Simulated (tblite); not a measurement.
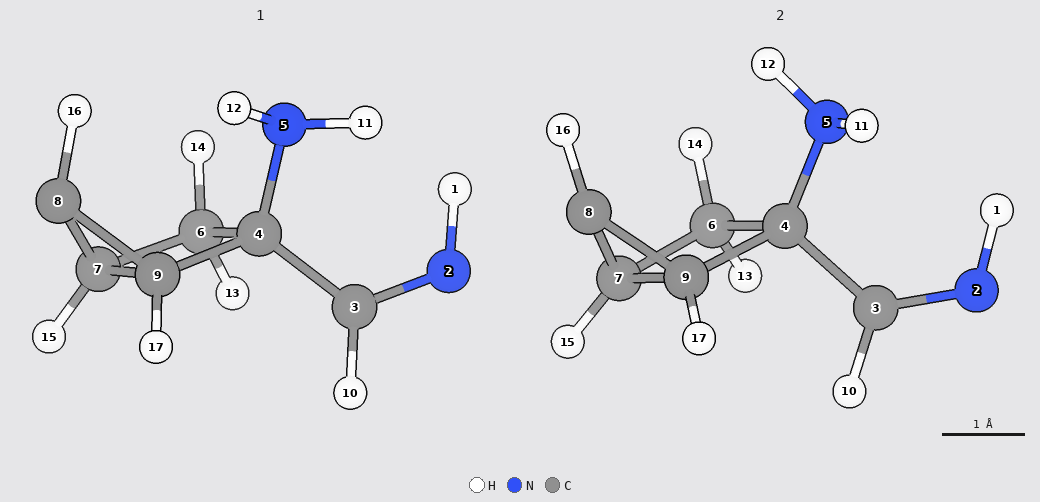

Two geometries of C6H9N2 (multiplicity 2), drawn at one scale. One is the start of a relaxation, the other its converged end. A ball-and-stick model, seen at a tilt.

Level of theory: GFN2-xTB geometry optimisation, gas phase (tblite). 

Which one is relaxed?

Answer. Structure 2 is the relaxed one. H12 moves most after the best rigid fit: 1.16 Å. Largest moves by element: H 1.16 Å, N 0.41 Å, C 0.19 Å. Among the contacts that change: C4–C9 1.479 → 1.580 Å, C8–C9 1.517 → 1.442 Å, C7–C8 1.524 → 1.460 Å, C8–H16 1.128 → 1.067 Å. Among the angles between lasting bonds that change: C7–C8–H16 112.9° → 137.2°, C9–C8–H16 116.6° → 138.5°, C3–C4–C9 119.1° → 110.2°. Groups turn about C4–N5 by about 60°, C3–C4 by about 35°. After 103 geometry steps the energy has fallen by 106.7 kJ/mol.
